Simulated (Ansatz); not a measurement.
Single-point calculation, with input and output: CH$_{4}$GeO$_{2}$S

The run: single-point calculation of CH$_{4}$GeO$_{2}$S, SMILES [OH][GeH]1[O]C[S]1. Method and program: RKS PBE-D4/def2-TZVPP (Ansatz 0.2.0).

The geometry comes from this level: PBE0-D4/def2-TZVP. Figures and captions count atoms from 1; the log counts them from 0 in places.

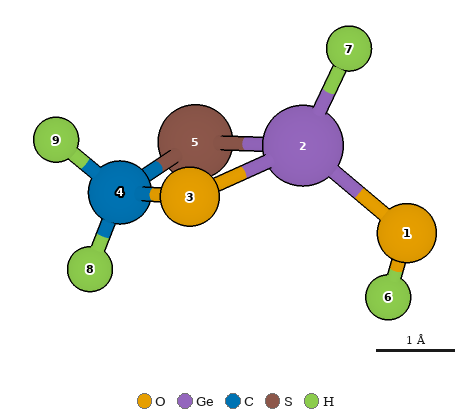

Figure 1. The structure as given in the input (ball-and-stick view, seen at a tilt; atoms are numbered from 1 in the order of the input). Sticks mark near contacts. Bond lengths as drawn: C–H 1.09 Å, C–O 1.41 Å, C–S 1.86 Å, Ge–H 1.53 Å, Ge–O 1.76 to 1.80 Å, Ge–S 2.21 Å and H–O 0.96 Å.

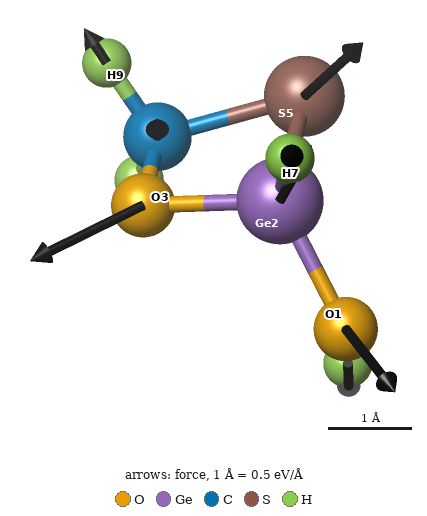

Figure 2. Forces on the atoms as black arrows (ball-and-stick view, seen at a tilt; atoms are numbered from 1 in the order of the input). The largest act on O3 (0.80 eV/Å); O1 (0.71 eV/Å); S5 (0.58 eV/Å); H6 (0.47 eV/Å), among others. The geometry is not a stationary point of this energy.

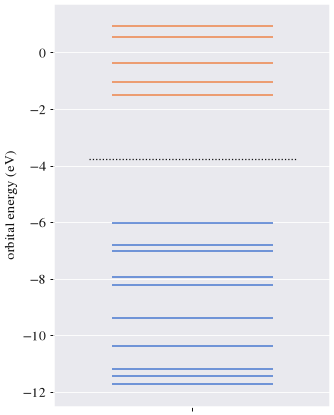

Figure 3. Orbital energies near the frontier; the dotted line parts filled from empty levels, and levels within 0.02 eV of each other stand side by side. Highest filled −6.02 eV, lowest empty −1.50 eV, 4.52 eV apart.

These pictures come from the run below.

**Input file**
```yaml
crystal:
  periodic: [false, false, false]
  atoms:
    - {symbol: O, position_ang: [1.062181, -1.631404, -1.307415]}
    - {symbol: Ge, position_ang: [1.010506, -0.267246, -0.197668]}
    - {symbol: O, position_ang: [-0.286300, -0.391484, 1.041482]}
    - {symbol: C, position_ang: [-1.044200, 0.746581, 0.696234]}
    - {symbol: S, position_ang: [-0.190424, 1.489288, -0.776728]}
    - {symbol: H, position_ang: [0.220828, -1.774569, -1.750492]}
    - {symbol: H, position_ang: [2.436390, -0.168750, 0.342259]}
    - {symbol: H, position_ang: [-2.067508, 0.474969, 0.426027]}
    - {symbol: H, position_ang: [-1.053172, 1.476213, 1.509201]}
basis:
  gaussian: {orbitals: def2-TZVPP}
hamiltonian: {xc: pbe, dispersion: d4}
output: {forces: true, orbitals: {seedname: orbitals}}
```

Run as:
```bash
ansatz run in.yaml --threads 4 --pin off --events-out ev --progress --plain --max-ram 10444MiB
```

**Output**
```
Functional definition: PBE
  name "PBE"
  cite "Perdew, Burke & Ernzerhof, Phys. Rev. Lett. 77, 3865 (1996) doi:10.1103/PhysRevLett.77.3865"
  parent pbe
  parameter kappa = 0.804
  parameter beta = 0.06672455060314922
  exchange = pbe_x(kappa = kappa, mu = beta*pi^2/3)
  correlation = pbe_c(beta = beta)
1360 factors; their error is unknown
mean field evaluation 1: about -72520.9705 eV, gradient 9.0e1 eV
mean field evaluation 2: about -72412.3421 eV, gradient 2.3e2 eV
mean field evaluation 4: about -72533.7527 eV, gradient 2.5e1 eV
mean field evaluation 8: about -72534.9072 eV, gradient 2.9e-1 eV
mean field evaluation 16: about -72534.8834 eV, gradient 6.1e-3 eV
mean field -72534.88337553 eV, -2665.6077981407 hartree, gradient 5.7e-5 eV, S^2 0.000000; 0 other end points of the search recorded, 0 dependent functions left out
the calculation of the forces begins
reference -72534.88341400 eV, -2665.6077995545 hartree; 37, 37 occupied and 202, 202 virtual orbitals, 1360 factors
Total energy: -72535.11135347 eV, -2665.6161761755 hartree
Atom 0 at     1.062181    -1.631404    -1.307415 Å, force     0.499542    -0.462612    -0.186135 eV/Å
Atom 1 at     1.010506    -0.267246    -0.197668 Å, force     0.338392     0.289860    -0.009141 eV/Å
Atom 2 at    -0.286300    -0.391484     1.041482 Å, force    -0.165759    -0.490822     0.608094 eV/Å
Atom 3 at    -1.044200     0.746581     0.696234 Å, force    -0.130406     0.151155    -0.031044 eV/Å
Atom 4 at    -0.190424     1.489288    -0.776728 Å, force    -0.067507     0.457795    -0.353050 eV/Å
Atom 5 at     0.220828    -1.774569    -1.750492 Å, force    -0.418739    -0.053545    -0.210135 eV/Å
Atom 6 at     2.436390    -0.168750     0.342259 Å, force     0.203742    -0.024238     0.059039 eV/Å
Atom 7 at    -2.067508     0.474969     0.426027 Å, force    -0.247098    -0.047587    -0.060083 eV/Å
Atom 8 at    -1.053172     1.476213     1.509201 Å, force    -0.012168     0.179994     0.182455 eV/Å
Dipole moment:    -0.109501     0.052944    -0.010548 e Å
```

**Summary**

| quantity | value |
| --- | --- |
| outcome | converged |
| total energy | −72535.1114 eV |
| mean-field energy | −72534.8834 eV |
| dispersion energy | −0.2279 eV |
| SCF solution under orbital rotations | stable |
| HOMO | −6.02 eV |
| LUMO | −1.50 eV |
| largest force (length of the vector) | 0.799 eV/Å |
| dipole moment | 0.59 D |
| hardware | 4 threads of Arm Neoverse V2, 23 GiB of memory available, shared host |
| wall time | 2.6 s (CPU time 9.4 s) |
| peak memory | 0.33 GiB |
